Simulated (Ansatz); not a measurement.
# BNH6 (B(NH3)H3): methods side by side

BNH6: 8 atoms, total charge 0, spin state singlet. As SMILES, `[H]B([H])([H])<-N`. The coordinates come from a GFN2-xTB relaxation.

Each level gives the vertical electron affinity (to the doublet anion) (eV). The values are calculated.

The electron affinity is E(neutral) − E(anion): positive where the electron is bound.

```json
{"level": "BLYP/STO-3G", "kind": "GGA", "program": "Ansatz", "value (eV)": "-10.86", "less FCI/STO-3G": "+2.31", "CPU time (all runs)": "3.3 s"}
{"level": "PBE/STO-3G", "kind": "GGA", "program": "Ansatz", "value (eV)": "-10.88", "less FCI/STO-3G": "+2.29", "CPU time (all runs)": "3.2 s"}
{"level": "revPBE/STO-3G", "kind": "GGA", "program": "Ansatz", "value (eV)": "-10.83", "less FCI/STO-3G": "+2.34", "CPU time (all runs)": "3.2 s"}
{"level": "r2SCAN/STO-3G", "kind": "meta-GGA", "program": "Ansatz", "value (eV)": "-11.14", "less FCI/STO-3G": "+2.03", "CPU time (all runs)": "7 s"}
{"level": "HSE06/STO-3G", "kind": "range-separated hybrid", "program": "Ansatz", "value (eV)": "-11.32", "less FCI/STO-3G": "+1.85", "CPU time (all runs)": "4 s"}
{"level": "BCCD(T)/STO-3G", "kind": "coupled cluster or CI", "program": "Ansatz", "value (eV)": "-13.18", "less FCI/STO-3G": "-0.01", "CPU time (all runs)": "0.45 s"}
{"level": "CCSD(T)/STO-3G", "kind": "coupled cluster or CI", "program": "Ansatz", "value (eV)": "-13.17", "less FCI/STO-3G": "0.00", "CPU time (all runs)": "0.36 s"}
{"level": "CCSDT(Q)/STO-3G", "kind": "coupled cluster or CI", "program": "Ansatz", "value (eV)": "-13.17", "less FCI/STO-3G": "0.00", "CPU time (all runs)": "1.9 s"}
{"level": "FCI/STO-3G", "kind": "exact in the basis", "program": "Ansatz", "value (eV)": "-13.17", "less FCI/STO-3G": "0.00", "CPU time (all runs)": "3.7 min"}
```

FCI/STO-3G is exact within its basis and frozen core, so for wave-function methods in that basis the difference is their error; functionals converge differently with the basis, so for them it is only a difference. The values span -13.18 to -10.83 eV. All rows use very small basis sets, so none should be taken for the real molecule's value. Negative values mean that the anion is unbound at that level; they are set by how diffuse the basis is and aren't properties of the molecule, whose anion may well be bound. Times are those of the runs behind each value, whatever else they computed, on shared processors of several kinds: orders of magnitude only.

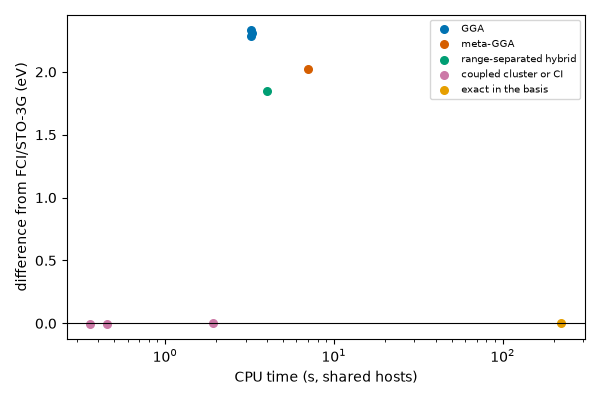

Difference from FCI/STO-3G against processor time, one point a level.
